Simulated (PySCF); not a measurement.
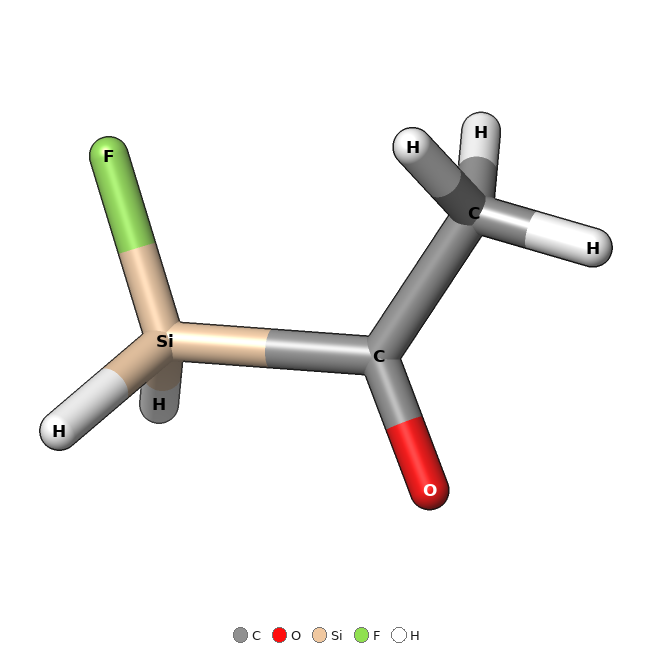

A stick model of a molecule. Every bond is drawn as one stick, whatever its order.

Computed geometry: PBE0-D3(BJ)/def2-SVP optimisation. No frequency run is at hand to confirm it as a minimum.

Identify the structure.

Formula C2H5FOSi. As SMILES it reads `CC(=O)[SiH2]F`. It has no ring. Among its groups: Si–H bond. Coordination: 1 C tetrahedral; 1 C trigonal planar; 1 Si tetrahedral.

The parts below concern this one geometry. Atoms keep their numbers from picture to picture.

### Dipole moment

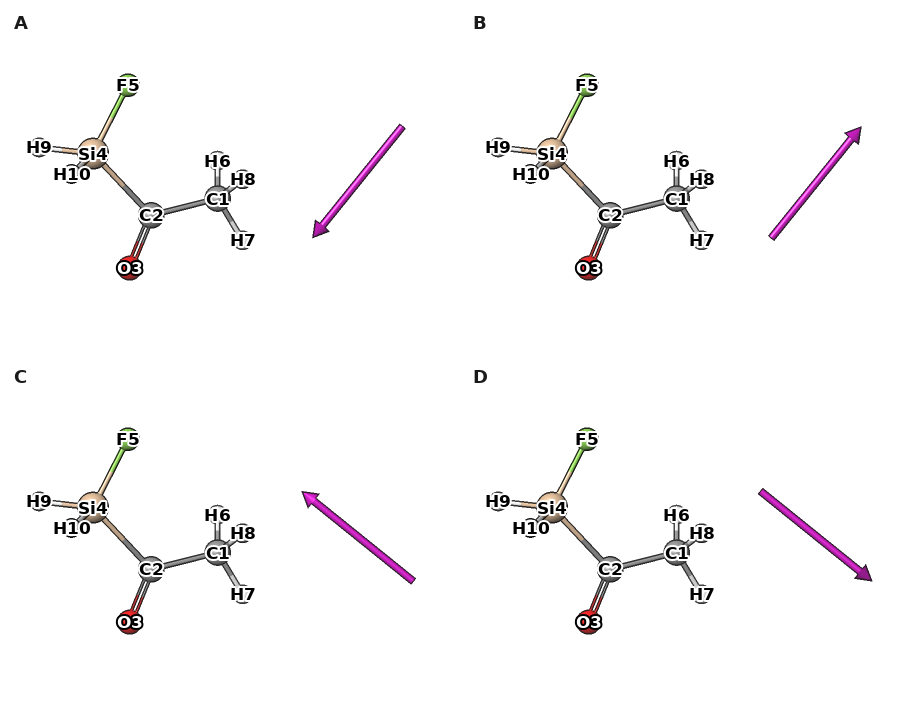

The same molecule four times, each with an arrow. No frequency run is at hand to confirm it as a minimum. Properties computed with BHandHLYP/pcSseg-2, gas phase (PySCF 2.14.0).

Which arrow points along the dipole moment, from the negative to the positive end?

B. The dipole moment is 1.34 D; it points from the side of O3 to the side of F5, H6, H8 (the outermost atoms at the two ends).

### NMR shielding

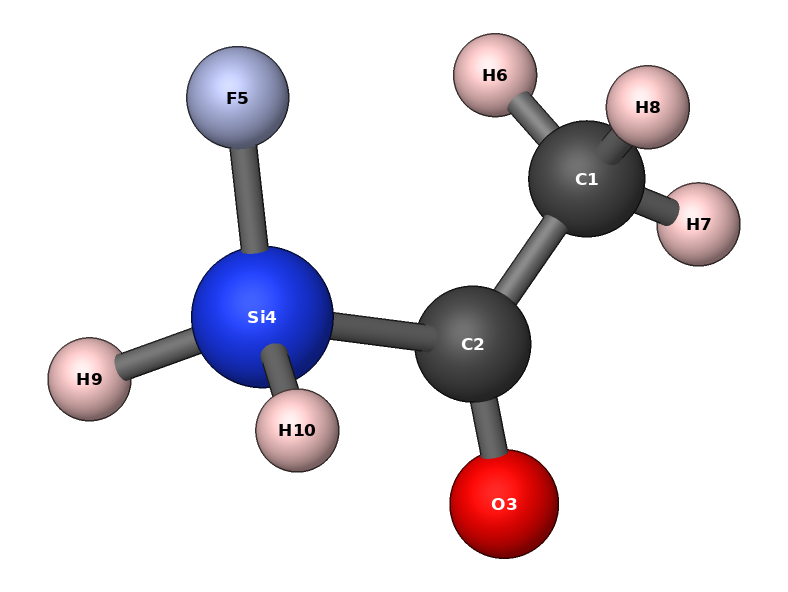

No frequency run is at hand to confirm it as a minimum. Level of theory: GIAO B97-2/pcSseg-2 NMR shielding, non-relativistic, gas phase (PySCF 2.14.0). Principal shieldings σ11 ≤ σ22 ≤ σ33, span Ω = σ33 − σ11, skew κ = 3(σiso − σ22)/Ω.

Give the shielding tensors of the F atoms.

| atom | σ11 | σ22 | σ33 | σiso | Ω | κ |
| --- | --- | --- | --- | --- | --- | --- |
| F5 | 361.1 | 391.7 | 406.0 | 386.3 | 44.9 | −0.36 |

Shieldings and span in ppm.

### Core levels

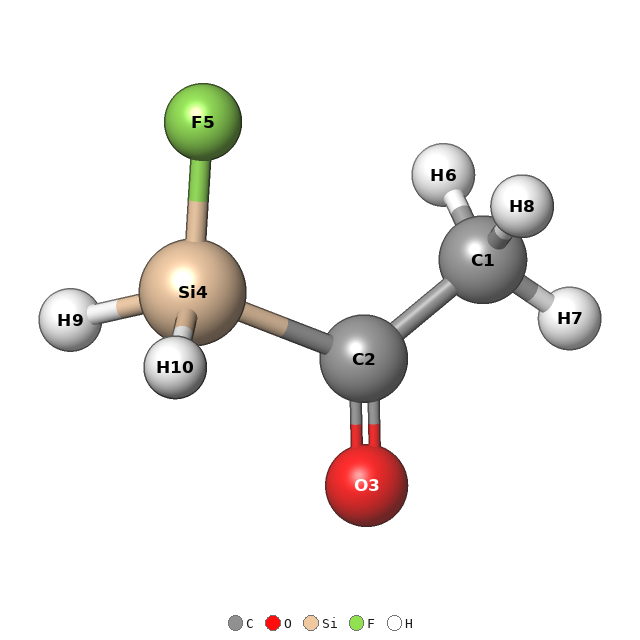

No frequency run is at hand to confirm it as a minimum. Level of theory: delta-SCF UKS PBE0, pcX-2 on the ionised atom, pcseg-1 elsewhere, spin-free X2C (PySCF 2.14.0).

Give the core-electron binding energies (to vacuum; p and d levels without spin–orbit splitting) of C1 1s, C2 1s, O3 1s, Si4 1s, Si4 2p, F5 1s.

| atom | level | binding energy (eV) |
| --- | --- | --- |
| C1 | 1s | 290.9 |
| C2 | 1s | 293.0 |
| O3 | 1s | 537.5 |
| Si4 | 1s | 1845.9 |
| Si4 | 2p | 108.1 |
| F5 | 1s | 691.6 |
